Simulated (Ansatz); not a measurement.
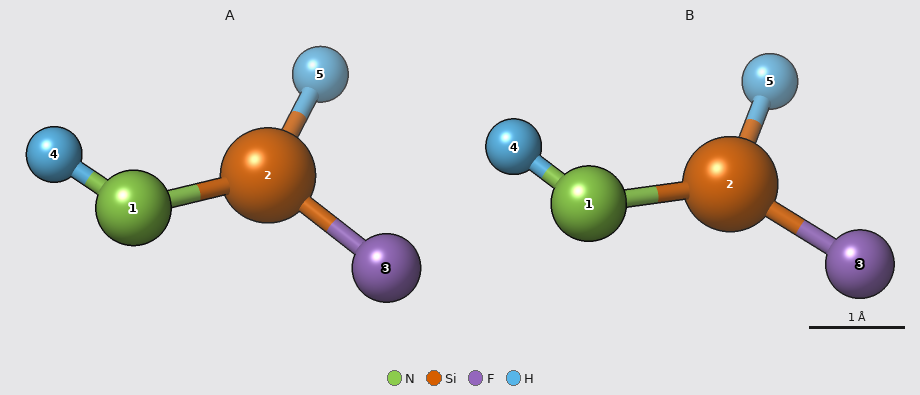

Two geometries of SiNH₂F, drawn at one scale. One is the start of a relaxation, the other its converged end. Style: ball-and-stick. Shown at a tilt.

These are results of RKS B3LYP-D4/def2-SVP in Ansatz, not measurements. Settings: no spin polarisation; force threshold 0.015 eV/Å; at most 40 steps.

Question: Which of the two is the end point?

Answer: Structure A is the relaxed one. The run prepares an end point of a later path (torsion) calculation, from a guessed geometry. Over 5 accepted moves (6 points after the start) the energy falls by 20.8 kJ/mol. The largest force component goes from 1.7 to 0.003 eV/Å. The line search rejected the trial step at point 3 of the run. F3 moves most after the best rigid fit: 0.16 Å. Largest moves by element: F 0.16 Å, H 0.16 Å, Si 0.11 Å, N 0.07 Å. Some distances before and after: Si2–H5 1.433 → 1.480 Å, N1–Si2 1.602 → 1.586 Å, N1–H4 1.009 → 1.017 Å. Bond angles that change, for instance: N1–Si2–F3 132.8° → 119.1°, N1–Si2–H5 124.8° → 136.0°, F3–Si2–H5 102.4° → 104.9°.
